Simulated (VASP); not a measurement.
Given:

```
CELL_PARAMETERS angstrom
      0.00000     2.05402     2.05402
      2.05402     0.00000     2.05402
      2.05402     2.05402     0.00000
ATOMIC_POSITIONS crystal
  Pt 0.00000 0.00000 0.00000
```

Calculation: vdW-DF2, VASP's PBE PAW potentials (set 64) (plane waves; VASP). Numerical set-up: 520 eV cut-off, 17×17×17 Γ-centred mesh, tetrahedra with Blöchl corrections, potentials Pt.

Unless said otherwise, spin-orbit coupling is left out, though it shifts the bands of the heavy elements here.

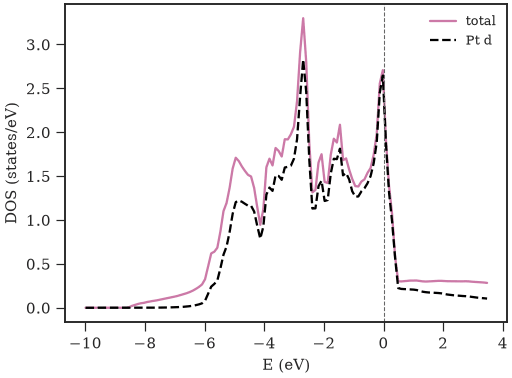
*Total and projected density of states, zero at the Fermi level*

Within 2 eV below the Fermi level the largest weight inside VASP's projection spheres is Pt d.

It has no gap at this level: it comes out as a metal or semimetal.

The compound is Pt in the fcc structure. It was relaxed first, which changed the volume by +15 %.
